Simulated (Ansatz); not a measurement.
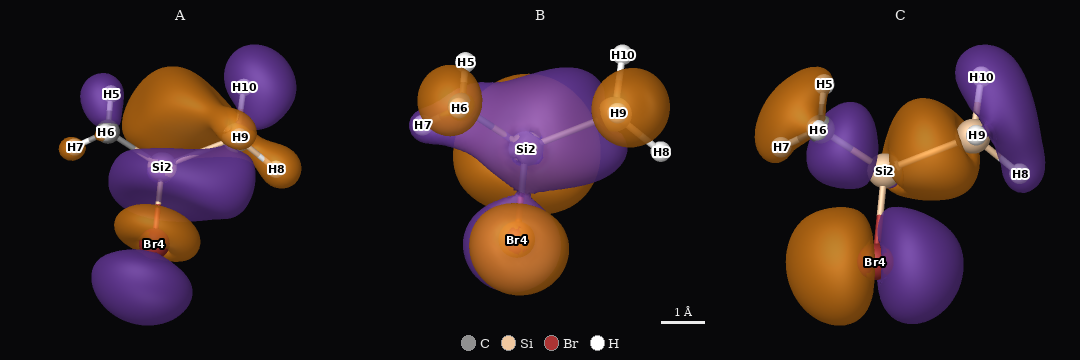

CH₆BrSi₂ (SMILES C[Si]([SiH3])Br) (doublet). Three frontier orbitals at ±0.06 Å⁻³ᐟ² (orange and purple are the two phases), in no order.

Geometry: PBE0-D4/def2-TZVP.

Computed with Ansatz 0.2.0, UKS PBE0-D4/def2-TZVPP.

```yaml
atoms:
  - { symbol: C, position_ang: [-0.7020, 1.4090, -0.8210] }
  - { symbol: Si, position_ang: [-0.3990, -0.4382, -0.7415] }
  - { symbol: Si, position_ang: [1.1861, -1.1176, 0.8362] }
  - { symbol: Br, position_ang: [-2.3358, -1.4532, -0.2571] }
  - { symbol: H, position_ang: [0.2318, 1.9282, -1.0516] }
  - { symbol: H, position_ang: [-1.0800, 1.7754, 0.1375] }
  - { symbol: H, position_ang: [-1.4343, 1.6464, -1.5951] }
  - { symbol: H, position_ang: [1.3074, -2.5968, 0.7881] }
  - { symbol: H, position_ang: [0.8110, -0.7000, 2.2164] }
  - { symbol: H, position_ang: [2.4980, -0.5044, 0.4909] }
```

Question: Which picture is the HOMO−1, the HOMO and the LUMO? All are α orbitals.

Answer: C is the HOMO−1 (α) (−8.05 eV). By Hirshfeld shares it lies mainly on Br4 (about 55 %), Si2 (about 15 %), Si3 (about 15 %) and C1 (about 10 %). B is the HOMO (α) (−5.94 eV). It lies mainly on Si2 (about 60 %), Br4 (about 15 %) and Si3 (about 10 %). A is the LUMO (α) (−0.48 eV). It lies mainly on Si2 (about 40 %), Br4 (about 25 %) and Si3 (about 20 %).

Question: What is the gap between the highest occupied and lowest empty α orbitals?

Answer: 5.46 eV between the orbital energies.
